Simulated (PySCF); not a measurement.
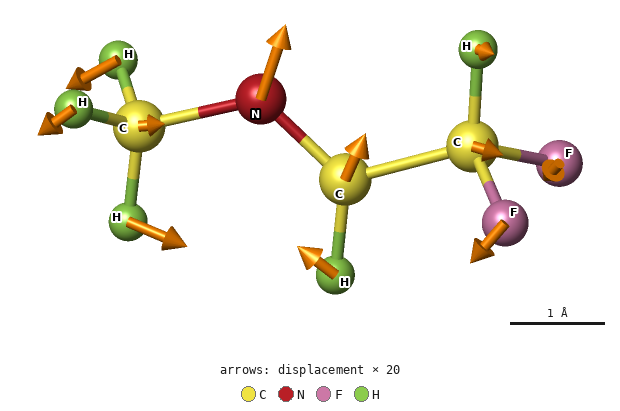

A relaxation of C₃H₅F₂N. The starting structure is drawn; orange arrows show the displacements, 20 times their true length. The two geometries are superimposed by the best rigid fit.

The picture is a ball-and-stick view, seen at a tilt.

The start comes from GFN2-xTB.

Theory: PBE0-D3(BJ)/def2-SVP geometry optimisation, gas phase (PySCF 2.14.0, density-fitted response routines). 

Question: What did the optimiser do to the structure, and how much energy did it gain?

Answer: After 10 geometry steps the energy has fallen by 0.031 eV. The largest force component goes from 0.69 to 0.023 eV/Å. The largest move after the best rigid fit is that of the N atom, 0.043 Å. Largest moves by element: N 0.043 Å, H 0.035 Å, F 0.029 Å, C 0.028 Å. Near-neighbour distances that change, for instance: C–H 1.097 → 1.110 Å, C–N 1.424 → 1.434 Å, C–N 1.252 → 1.260 Å, C–F 1.357 → 1.353 Å. Bond angles that change, for instance: C–N–C 121.2° → 119.1°.
